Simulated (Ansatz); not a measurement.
# Al2O3 (Corundum, R-3c): zone-centre modes under pressure

Wanted: Grüneisen parameters and pressure coefficients of the modes of Al2O3 (Corundum, R-3c).

Program: Ansatz 0.2.0. Level of theory: DFT LDA, scalar-relativistic, plane waves, PAW; PAW set soft_1. Results are calculated unless marked as measured.

## (1) The starting structure

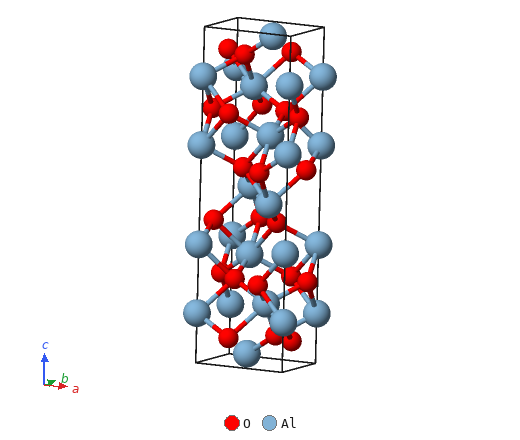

The starting structure, seen slightly off an axis (oxygen red, aluminium light blue). This picture shows the conventional cell, with its axes. Some periodic images of atoms are drawn too.

## (2) Bringing the structure to rest

Harmonic phonons are second derivatives at a point where the forces vanish, and they are wanted at zero stress, so atoms and cell are relaxed first.

The input, input.yaml:

```yaml
crystal:
  lattice:
    - [2.38025, 1.3742379782, 4.3318666667]
    - [-2.38025, 1.3742379782, 4.3318666667]
    - [0.0, -2.7484759565, 4.3318666667]
  atoms:
    - { symbol: O, position: [0.55668, 0.94332, 0.25] }
    - { symbol: O, position: [0.25, 0.55668, 0.94332] }
    - { symbol: O, position: [0.94332, 0.25, 0.55668] }
    - { symbol: O, position: [0.44332, 0.05668, 0.75] }
    - { symbol: O, position: [0.75, 0.44332, 0.05668] }
    - { symbol: O, position: [0.05668, 0.75, 0.44332] }
    - { symbol: Al, position: [0.35216, 0.35216, 0.35216] }
    - { symbol: Al, position: [0.14784, 0.14784, 0.14784] }
    - { symbol: Al, position: [0.64784, 0.64784, 0.64784] }
    - { symbol: Al, position: [0.85216, 0.85216, 0.85216] }
kpoints:
  mp_grid: { grid: [6, 6, 6] }
hamiltonian:
  xc: lda
  pseudopotentials: { kind: paw, azcp: { folder: soft_1 }, xc_functional: pbe }
scf:
  occupations: { method: gaussian, width: 0.02 }
output:
  forces: true
  stress: true
  eigenvalues: true
relax:
  adjacent_minimum: "off"
  f_tol: 0.005
  max_steps: 80
  cell: { stress_tol: 0.05 }
```

On the command line:

```console
ansatz run input.yaml --threads 8 --pin off --max-ram 20480MiB --backend cpu --events-out ev --progress --plain --runs-dir out
```

Numbers of over 12 decimals in the logs are rounded to 6 here.

The program printed:

```text
Engine: ansatz 0.2.0, aarch64-unknown-linux-gnu
Pseudopotentials: kind: paw
Pseudopotential: O, paw, valence charge 6, recommended cutoff 420 eV (normal), soft_1/O.paw.azcp
Pseudopotential: Al, paw, valence charge 3, recommended cutoff 420 eV (normal), soft_1/Al.paw.azcp
Functional definition: SPW92
  exchange = slater_x
  correlation = pw_c
Crystal: 10 atoms, lattice volume = 85.018 Å³
Basis set: ecut = 420 eV, 1653 PW (Γ)
Bands: 34, of which v1, the nominal top of the filled ones, is band 24 counted from 1 (23 counted from 0)
Symmetry: 12 space group operations
Space group: R-3c (ITA 167), of the structure as read, at distance tolerance 4.4e-5 Å
k-points: 32 of 216
Non-local potential: O, projectors of the file, l = 0: 2, l = 1: 2, l = 2: 1
Non-local potential: Al, projectors of the file, l = 0: 2, l = 1: 2, l = 2: 1
PAW form: soft (Blöchl's): semilocal exchange-correlation on the pseudo side does not see the compensation charge
PAW frozen core: O, regenerated for the run's functional, and the local potential with it (the file was generated under x = pbe(κ = 0.804, μ = 0.219515), c = pbe(β = 0.066725))
PAW frozen core: Al, regenerated for the run's functional, and the local potential with it (the file was generated under x = pbe(κ = 0.804, μ = 0.219515), c = pbe(β = 0.066725))
PAW one-centre angular grid: O, 110 points (default); XC on 64 Gauss nodes
PAW one-centre angular grid: Al, 110 points (default); XC on 64 Gauss nodes
Initial density: superposition of atomic densities (chi_scale 0.1, normalization cell, long waves kept (reshape's long-wave potential 0.00 eV rms))
Initial wavefunctions: pseudopotential atomic-orbital guess
Functional: x = slater, c = lda
SCF iter   1: F=—  HF=-5403.419213 eV  |F-HF|=—  |Δ(HF+E_count)|=         —  Δρ=1.19e-1  dr2=1.13e1  ethr=3.10e-3  ⟨swp⟩=7.0  Hψ=5354  notcnv=0  defer=3
preconditioner: auto → Resta (q_TF=auto, 2.480 Å⁻¹)  ε∞=3.3  [insulator: Δε(μ)=7.220 eV  Ē_g=18.274 eV  σ=0.020 eV  W_gap=1.00  n_scr=20 (ndim 8)  ℏωp=27.9 eV  f_vac=0.000  D(μ)=0.00/eV (n_scr^D=0)  ε∞_Penn≈3.3]
SCF iter   2: F=—  HF=-5400.122908 eV  |F-HF|=—  |Δ(HF+E_count)|=    3.30e0  Δρ=4.10e-2  dr2=6.84e-1  ethr=3.10e-3  ⟨swp⟩=3.0  Hψ=2437  notcnv=0  defer=123
SCF iter   3: F=—  HF=-5399.920813 eV  |F-HF|=—  |Δ(HF+E_count)|=   2.02e-1  Δρ=2.01e-2  dr2=1.95e-1  ethr=1.43e-3  ⟨swp⟩=1.9  Hψ=1073  notcnv=0  defer=123
SCF iter   4: F=—  HF=-5399.858846 eV  |F-HF|=—  |Δ(HF+E_count)|=   6.20e-2  Δρ=1.28e-3  dr2=7.07e-4  ethr=4.07e-4  ⟨swp⟩=2.8  Hψ=1558  notcnv=0  defer=123
SCF iter   5: F=—  HF=-5399.858926 eV  |F-HF|=—  |Δ(HF+E_count)|=   8.02e-5  Δρ=1.29e-4  dr2=2.00e-5  ethr=1.47e-6  ⟨swp⟩=2.2  Hψ=1603  notcnv=0  defer=123
SCF iter   6: F=—  HF=-5399.858927 eV  |F-HF|=—  |Δ(HF+E_count)|=   9.92e-7  Δρ=3.32e-5  dr2=9.79e-7  ethr=4.16e-8  ⟨swp⟩=2.5  Hψ=1843  notcnv=0  defer=123
SCF iter   7: F=-5399.858927 eV  HF=-5399.858927 eV  |F-HF|=2.34e-9  |Δ(HF+E_count)|=   7.84e-8  Δρ=4.14e-6  dr2=1.09e-8  ethr=2.08e-10  ⟨swp⟩=12.0  Hψ=5806  notcnv=0
SCF 1 converged in 7 iterations: F = -5399.858927 eV  dr2 = 1.09e-8
  greatest PAW one-centre occupation: 0.852 electrons in one spin orbital (limit 2), on the O atom at site 5 (counted from 0), in its partial waves of l = 0
relax step   1: F+E_penalty+E_count = -5399.85892712 eV  Δ(F+E_penalty+E_count) = +0.000e0 eV  max|allowed force component| = 1.178e-1 eV/Å  Δτ_max = 0.0000 Å  P = -5.365 GPa  Ω = 85.018 Å³  (7 SCF iters, dr2 threshold 1.00e-7 eV, accepted)
Crystal: 10 atoms, lattice volume = 84.225 Å³
Basis set: ecut = 420 eV, 1629 PW (Γ)
Initial density: handed on by an earlier stage of this run
Initial wavefunctions: those handed on with the density
iter 1 solved again at ethr=7.90e-6 eV; its pass at ethr=3.10e-3 eV (dr2=3.79e-3 eV) is discarded
SCF iter   1: F=—  HF=-5399.885478 eV  |F-HF|=—  |Δ(HF+E_count)|=         —  Δρ=2.31e-3  dr2=3.77e-3  ethr=7.90e-6  ⟨swp⟩=2.4  Hψ=4379  notcnv=0
preconditioner: auto → Resta (q_TF=auto, 2.484 Å⁻¹)  ε∞=3.6  [insulator: Δε(μ)=6.289 eV  Ē_g=17.449 eV  σ=0.020 eV  W_gap=1.00  n_scr=20 (ndim 8)  ℏωp=28.0 eV  f_vac=0.000  D(μ)=0.00/eV (n_scr^D=0)  ε∞_Penn≈3.6]
SCF iter   2: F=—  HF=-5399.884298 eV  |F-HF|=—  |Δ(HF+E_count)|=   1.18e-3  Δρ=5.73e-4  dr2=2.61e-4  ethr=7.86e-6  ⟨swp⟩=2.0  Hψ=1978  notcnv=0
SCF iter   3: F=—  HF=-5399.884201 eV  |F-HF|=—  |Δ(HF+E_count)|=   9.74e-5  Δρ=2.75e-4  dr2=7.07e-5  ethr=5.44e-7  ⟨swp⟩=1.0  Hψ=1088  notcnv=0
SCF iter   4: F=—  HF=-5399.884175 eV  |F-HF|=—  |Δ(HF+E_count)|=   2.60e-5  Δρ=3.74e-5  dr2=1.30e-6  ethr=1.47e-7  ⟨swp⟩=2.5  Hψ=1881  notcnv=0
SCF iter   5: F=-5399.884175 eV  HF=-5399.884175 eV  |F-HF|=1.29e-8  |Δ(HF+E_count)|=   9.42e-8  Δρ=6.32e-6  dr2=2.94e-8  ethr=2.08e-9  ⟨swp⟩=6.6  Hψ=4757  notcnv=0
SCF 2 converged in 5 iterations: F = -5399.884175 eV  dr2 = 2.94e-8
relax step   2: F+E_penalty+E_count = -5399.88417485 eV  Δ(F+E_penalty+E_count) = -2.525e-2 eV  max|allowed force component| = 7.692e-2 eV/Å  Δτ_max = 0.0030 Å  P = -3.005 GPa  Ω = 84.225 Å³  energy of the carried Pulay correction = +3.510e-3 eV  (5 SCF iters, dr2 threshold 1.00e-6 eV, accepted)
Crystal: 10 atoms, lattice volume = 83.254 Å³
Basis set: ecut = 420 eV, 1593 PW (Γ)
iter 1 solved again at ethr=1.11e-5 eV; its pass at ethr=3.10e-3 eV (dr2=5.31e-3 eV) is discarded
SCF iter   1: F=—  HF=-5399.900014 eV  |F-HF|=—  |Δ(HF+E_count)|=         —  Δρ=2.76e-3  dr2=5.20e-3  ethr=1.11e-5  ⟨swp⟩=2.4  Hψ=4369  notcnv=0
preconditioner: auto → Resta (q_TF=auto, 2.489 Å⁻¹)  ε∞=3.6  [insulator: Δε(μ)=6.445 eV  Ē_g=17.593 eV  σ=0.020 eV  W_gap=1.00  n_scr=20 (ndim 8)  ℏωp=28.2 eV  f_vac=0.000  D(μ)=0.00/eV (n_scr^D=0)  ε∞_Penn≈3.6]
SCF iter   2: F=—  HF=-5399.898356 eV  |F-HF|=—  |Δ(HF+E_count)|=   1.66e-3  Δρ=6.13e-4  dr2=2.76e-4  ethr=1.08e-5  ⟨swp⟩=2.1  Hψ=1979  notcnv=0
SCF iter   3: F=—  HF=-5399.898242 eV  |F-HF|=—  |Δ(HF+E_count)|=   1.14e-4  Δρ=3.04e-4  dr2=7.71e-5  ethr=5.75e-7  ⟨swp⟩=1.0  Hψ=1088  notcnv=0
SCF iter   4: F=—  HF=-5399.898212 eV  |F-HF|=—  |Δ(HF+E_count)|=   3.03e-5  Δρ=4.03e-5  dr2=1.45e-6  ethr=1.61e-7  ⟨swp⟩=2.1  Hψ=1847  notcnv=0
SCF iter   5: F=-5399.898212 eV  HF=-5399.898212 eV  |F-HF|=1.70e-8  |Δ(HF+E_count)|=   9.28e-8  Δρ=6.82e-6  dr2=3.35e-8  ethr=2.08e-9  ⟨swp⟩=6.5  Hψ=4784  notcnv=0
SCF 3 converged in 5 iterations: F = -5399.898212 eV  dr2 = 3.35e-8
relax step   3: F+E_penalty+E_count = -5399.89821175 eV  Δ(F+E_penalty+E_count) = -1.404e-2 eV  max|allowed force component| = 5.870e-2 eV/Å  Δτ_max = 0.0015 Å  P = +0.016 GPa  Ω = 83.254 Å³  energy of the carried Pulay correction = +7.851e-3 eV  (5 SCF iters, dr2 threshold 1.00e-6 eV, accepted)
[...]
relax step   4: F+E_penalty+E_count = -5399.89852533 eV  Δ(F+E_penalty+E_count) = -3.136e-4 eV  max|allowed force component| = 3.239e-2 eV/Å  Δτ_max = 0.0016 Å  P = +0.035 GPa  Ω = 83.244 Å³  energy of the carried Pulay correction = +7.894e-3 eV  (3 SCF iters, dr2 threshold 2.15e-7 eV, accepted)
[...]
relax step   5: F+E_penalty+E_count = -5399.89860116 eV  Δ(F+E_penalty+E_count) = -7.583e-5 eV  max|allowed force component| = 5.433e-4 eV/Å  Δτ_max = 0.0019 Å  P = +0.003 GPa  Ω = 83.254 Å³  energy of the carried Pulay correction = +7.852e-3 eV  (4 SCF iters, dr2 threshold 6.56e-8 eV, accepted)
[...]
relax step   6: F+E_penalty+E_count = -5399.89150735 eV  Δ(F+E_penalty+E_count) = +7.094e-3 eV  max|allowed force component| = 3.701e-4 eV/Å  Δτ_max = 0.0000 Å  P = -0.157 GPa  Ω = 83.254 Å³  stress off target by 1.89e-1 GPa  SCF on the basis re-selected at this cell (its energy is not comparable with the rows above)  (5 SCF iters)
[...]
relax step   7: F+E_penalty+E_count = -5399.89175647 eV  Δ(F+E_penalty+E_count) = -2.491e-4 eV  max|allowed force component| = 7.798e-5 eV/Å  Δτ_max = 0.0001 Å  P = -0.003 GPa  Ω = 83.204 Å³  energy of the carried Pulay correction = +2.231e-4 eV  (4 SCF iters, dr2 threshold 8.94e-8 eV, accepted)
iter 1 solved again at ethr=2.87e-8 eV; its pass at ethr=3.10e-3 eV (dr2=1.38e-5 eV) is discarded
SCF iter   1: F=—  HF=-5399.891478 eV  |F-HF|=—  |Δ(HF+E_count)|=         —  Δρ=7.89e-6  dr2=9.92e-9  ethr=2.87e-8  ⟨swp⟩=3.5  Hψ=9082  notcnv=0
preconditioner: auto → Resta (q_TF=auto, 2.489 Å⁻¹)  ε∞=3.6  [insulator: Δε(μ)=6.439 eV  Ē_g=17.590 eV  σ=0.020 eV  W_gap=1.00  n_scr=20 (ndim 8)  ℏωp=28.2 eV  f_vac=0.000  D(μ)=0.00/eV (n_scr^D=0)  ε∞_Penn≈3.6]
SCF iter   2: F=—  HF=-5399.891479 eV  |F-HF|=—  |Δ(HF+E_count)|=   1.55e-6  Δρ=3.66e-6  dr2=2.88e-9  ethr=2.07e-11  ⟨swp⟩=2.0  Hψ=1798  notcnv=0
SCF iter   3: F=—  HF=-5399.891479 eV  |F-HF|=—  |Δ(HF+E_count)|=  2.82e-10  Δρ=1.02e-6  dr2=3.70e-10  ethr=5.99e-12  ⟨swp⟩=2.0  Hψ=1654  notcnv=0
SCF iter   4: F=-5399.891479 eV  HF=-5399.891479 eV  |F-HF|=9.09e-13  |Δ(HF+E_count)|=  1.82e-11  Δρ=1.69e-7  dr2=2.30e-11  ethr=1.00e-12  ⟨swp⟩=5.5  Hψ=3926  notcnv=0
SCF 8 converged in 4 iterations: F = -5399.891479 eV  dr2 = 2.30e-11
  greatest PAW one-centre occupation: 0.852 electrons in one spin orbital (limit 2), on the O atom at site 4 (counted from 0), in its partial waves of l = 0
relax step   8: F+E_penalty+E_count = -5399.89147930 eV  Δ(F+E_penalty+E_count) = +2.772e-4 eV  max|allowed force component| = 7.274e-5 eV/Å  Δτ_max = 0.0000 Å  P = -0.006 GPa  Ω = 83.204 Å³  stress off target by 6.43e-3 GPa  SCF on the basis re-selected at this cell (its energy is not comparable with the rows above)  (4 SCF iters)
basis re-selected at this cell: Δ(F+E_penalty+E_count) = +2.772e-4 eV, ΔP = -0.003 GPa vs the last step (what re-selecting the basis moved, of the pressure what is left beyond the Pulay correction that the steps carried, after the strain that the cell walked since its last selection, with what the two solves' SCF thresholds leave and, on support functions, any second-order correction that the steps lacked; it is no m [...]
SCF converged after 4 iterations
Free energy (F): -5399.891479 eV
Harris-Foulkes:  -5399.891479 eV  (|F-HF|=9.09e-13)
Internal energy: -5399.891479 eV  (E = F + TS)
E sigma→0 (E₀):  -5399.891479 eV
Fermi energy:    10.849395 eV
--- Per-component energies (eV) ---
  E_band       = 60.727446
  E_kinetic    = 1138.309096
  E_local      = -1942.576629  (includes V_loc(G=0)·N_el)
  E_nonlocal   = 367.126993
  E_hartree    = 731.806841
  E_xc         = -584.584917
  E_vxc        = -677.523527  (∫ρ·V_xc dr)
  E_paw        = -2696.666058  (= ΣΔE_a)
  E_vpaw       = -288.227014  (= ΣTr[D̂ρ^β])
  E_aug_tail   = 0.004889  (compensation charges beyond the density's cutoff)
  E_ewald      = -2414.116089
  E_core_change = 0.804395  (= ΣΔE_core)
  E_smearing   = -0.000000  (= −TS)
  E_closure    = -0.000000  (closes the sum)
  Σ components = -5399.891479   (vs F -5399.891479, Δ=0.00e0)
--- Forces (eV/Å), atoms counted from 1 ---
  atom   1  O      0.00007274     0.00000000     0.00000000
  atom   2  O     -0.00003637     0.00006299     0.00000000
  atom   3  O     -0.00003637    -0.00006299    -0.00000000
  atom   4  O     -0.00007274    -0.00000000     0.00000000
  atom   5  O      0.00003637    -0.00006299    -0.00000000
  atom   6  O      0.00003637     0.00006299     0.00000000
  atom   7  Al     0.00000000    -0.00000000     0.00001522
  atom   8  Al     0.00000000     0.00000000    -0.00001522
  atom   9  Al     0.00000000     0.00000000    -0.00001522
  atom  10  Al    -0.00000000    -0.00000000     0.00001522
  max |Σ_I F_I| component: 4.63e-18 eV/Å
--- Stress (GPa, compression-positive) ---
       -0.005326      -0.000000      -0.000000
       -0.000000      -0.005326       0.000000
       -0.000000       0.000000      -0.006430
  P = ⅓ Tr σ = -0.0057 GPa (-0.057 kbar)
--- Band table (eV; the first three rows and the last of 32) ---
  k-point 0: bands = [... 20 lower, 7.1061, 7.5886, 7.5886, 7.6298, 14.0690, 16.7536, 18.4505, 19.2060, ... 6 higher]
  k-point 1: bands = [... 20 lower, 6.9092, 7.2731, 7.5458, 7.5762, 14.6835, 17.2614, 18.0215, 18.7490, ... 6 higher]
  k-point 2: bands = [... 20 lower, 6.7465, 7.0605, 7.3894, 7.4343, 15.9622, 17.4917, 17.7439, 18.2410, ... 6 higher]
  k-point 31: bands = [... 20 lower, 7.2356, 7.2356, 7.2356, 7.2356, 16.4052, 16.4052, 18.6719, 18.6719, ... 6 higher]
--- Relaxed structure (6 steps of the walk, 6 accepted, 2 SCFs on fresh bases) ---
  F+E_penalty+E_count = -5399.89147930 eV   max|allowed force component| = 7.274e-5 eV/Å   (the final SCF, on the basis selected at the relaxed cell)
  cell:  # Å, volume = 83.2043 Å³
    - [2.364341, 1.365053, 4.296697]
    - [-2.364341, 1.365053, 4.296697]
    - [0, -2.730106, 4.296697]
  atoms:
    - { symbol: O, position: [0.555830, 0.944170, 0.250000] }
    - { symbol: O, position: [0.25, 0.555830, 0.944170] }
    - { symbol: O, position: [0.944170, 0.250000, 0.555830] }
    - { symbol: O, position: [0.444170, 0.055830, 0.750000] }
    - { symbol: O, position: [0.750000, 0.444170, 0.055830] }
    - { symbol: O, position: [0.055830, 0.750000, 0.444170] }
    - { symbol: Al, position: [0.351980, 0.351980, 0.351980] }
    - { symbol: Al, position: [0.148020, 0.148020, 0.148020] }
    - { symbol: Al, position: [0.648020, 0.648020, 0.648020] }
    - { symbol: Al, position: [0.851980, 0.851980, 0.851980] }
```

It took 12 s on 8 threads of Arm Neoverse N1, shared host; peak memory 0.48 GiB; 80 s of CPU time.

Relaxation path:

| step | energy less that of the first step (eV) | largest force component (eV/Å) | pressure (GPa) | volume (Å³) |
| --- | --- | --- | --- | --- |
| 1 | 0.0000 | 0.1178 | -5.36 | 85.02 |
| 2 | -0.0252 | 0.0769 | -3.01 | 84.22 |
| 3 | -0.0393 | 0.0587 | 0.02 | 83.25 |
| 4 | -0.0396 | 0.0324 | 0.04 | 83.24 |
| 5 | -0.0397 | 0.0005 | 0.00 | 83.25 |
| 6* | -0.0326 | 0.0004 | -0.16 | 83.25 |
| 7 | -0.0328 | 0.0001 | 0.00 | 83.20 |
| 8* | -0.0326 | 0.0001 | -0.01 | 83.20 |

Relaxation steps marked * repeat the geometry before them on a plane-wave basis chosen anew for their cell, so energy and pressure can jump there.

Forces are held to the 12 operations that the run works with; a distortion that breaks them can't arise in this run.

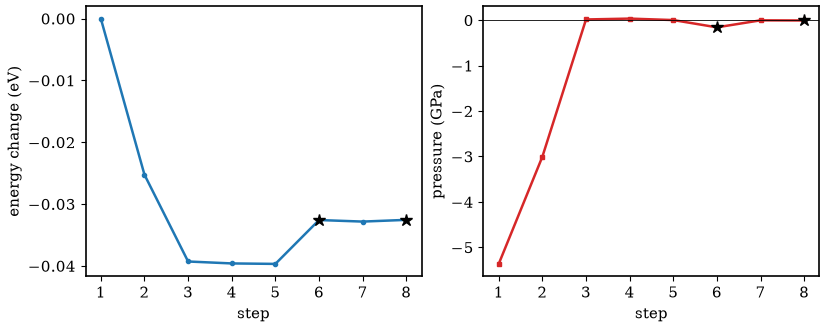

Energy and pressure along the relaxation. Stars mark steps on a basis chosen anew.

| conventional cell, symmetrised | before | after | change |
| --- | --- | --- | --- |
| a (Å) | 4.760 | 4.729 | -0.7 % |
| b (Å) | 4.760 | 4.729 | -0.7 % |
| c (Å) | 12.996 | 12.890 | -0.8 % |
| volume (Å³/atom) | 8.50 | 8.32 | -2.1 % |

Numbers from this step:

```yaml
pressure: -0.005694 GPa
gap_on_the_k_mesh: 6.439 eV
volume_per_atom: 8.320 Å³
```

In this step the volume went from 8.50 to 8.32 Å³/atom.

## (3) Tight relaxation

Phonons need small forces and stress, so the relaxation is finished with tight tolerances on 6×6×6 k points.

The input, input.yaml:

```yaml
crystal:
  lattice:
    - [2.3643413928, 1.3650531396, 4.2966967113]
    - [-2.3643413928, 1.3650531396, 4.2966967113]
    - [0.0, -2.7301062792, 4.2966967113]
  atoms:
    - { symbol: O, position: [0.5558304384, 0.9441695616, 0.25] }
    - { symbol: O, position: [0.25, 0.5558304384, 0.9441695616] }
    - { symbol: O, position: [0.9441695616, 0.25, 0.5558304384] }
    - { symbol: O, position: [0.4441695616, 0.0558304384, 0.75] }
    - { symbol: O, position: [0.75, 0.4441695616, 0.0558304384] }
    - { symbol: O, position: [0.0558304384, 0.75, 0.4441695616] }
    - { symbol: Al, position: [0.3519802946, 0.3519802946, 0.3519802946] }
    - { symbol: Al, position: [0.1480197054, 0.1480197054, 0.1480197054] }
    - { symbol: Al, position: [0.6480197054, 0.6480197054, 0.6480197054] }
    - { symbol: Al, position: [0.8519802946, 0.8519802946, 0.8519802946] }
kpoints:
  mp_grid: { grid: [6, 6, 6] }
hamiltonian:
  xc: lda
  pseudopotentials: { kind: paw, azcp: { folder: soft_1 }, xc_functional: pbe }
scf:
  occupations: { method: fixed }
output:
  forces: true
  stress: true
  eigenvalues: true
relax:
  adjacent_minimum: "off"
  f_tol: 0.001
  max_steps: 60
  cell: { stress_tol: 0.01 }
```

The program printed:

```text
[...]
Crystal: 10 atoms, lattice volume = 83.204 Å³
Basis set: ecut = 420 eV, 1593 PW (Γ)
Bands: 34, of which v1, the nominal top of the filled ones, is band 24 counted from 1 (23 counted from 0)
Symmetry: 12 space group operations
[...]
k-points: 32 of 216
[...]
- { symbol: O, position: [0.944170, 0.250000, 0.5558304384] }
    - { symbol: O, position: [0.4441695616, 0.055830, 0.75] }
    - { symbol: O, position: [0.75, 0.444170, 0.055830] }
    - { symbol: O, position: [0.055830, 0.75, 0.444170] }
    - { symbol: Al, position: [0.351980, 0.351980, 0.351980] }
    - { symbol: Al, position: [0.1480197054, 0.1480197054, 0.1480197054] }
    - { symbol: Al, position: [0.648020, 0.648020, 0.648020] }
    - { symbol: Al, position: [0.851980, 0.851980, 0.851980] }
[key lines of the parts left out:]
SCF converged after 5 iterations
Free energy (F): -5399.891479 eV
Fermi energy:    7.629810 eV
P = ⅓ Tr σ = -0.0057 GPa (-0.057 kbar)
```

The job ended after 3.4 s (8 threads; peak memory 0.47 GiB).

Little changed from the start: no atom moved by 0.005 Å and no cell edge by 0.1 %.

Numbers from this step:

- pressure: -0.005686 GPa

The largest force component left is 0.073 meV/Å and the pressure is -0.006 GPa, within the tolerances set. The cell now holds 8.32 Å³/atom.

[end of part 1 of 3]

[Logs are printed without paths, hosts, clocks, repeated set-up lines and the standing remarks that a program may print on its own settings, such as how far it seeks lower states.]

[Hosts, paths, dates, database ids (printed as entryN), source tags and the programs' standing remarks are cut or masked in the printed files.]
